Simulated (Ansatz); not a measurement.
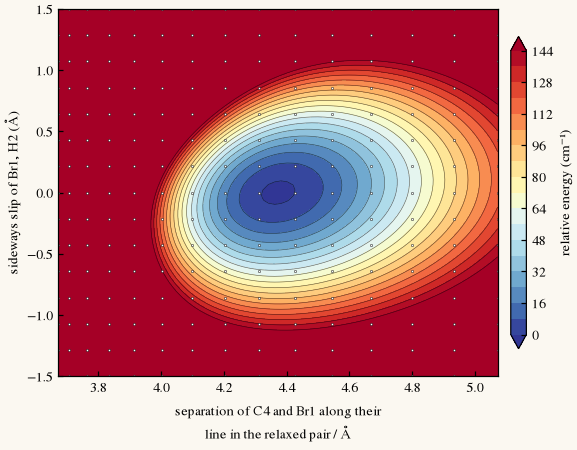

The pair BrH···C₂H₄. Coordinates scanned: (1) separation of C4 and Br1 along their line in the relaxed pair; (2) sideways slip of Br1, H2. Nothing is relaxed (both partners rigid). The grid has 15 × 15 points. Points are written as (first, second). All energies are given in cm⁻¹ relative to the lowest grid point. Theory: Ansatz 0.2.0, RHF/def2-TZVPD.

The picture shows filled contours, dots at the grid points, one colour for all values above the top of the scale. Between grid points the surface is interpolated.

**Estimate the position of the minimum and the force constants in these coordinates.**

The interpolated minimum is at the first coordinate ≈ 4.371 Å, sideways slip of Br1, H2 ≈ 0.000 Å. The curvatures there are about 0.14 eV/Å² and 0.043 eV/Å², with a cross term of about −0.015 eV/Å². Round the minimum the valley is somewhat tilted: raising the first coordinate shifts the best value of sideways slip of Br1, H2 upwards (coupling k₁₂/√(k₁₁k₂₂) about −0.2). (1 eV is 8066 cm⁻¹.)
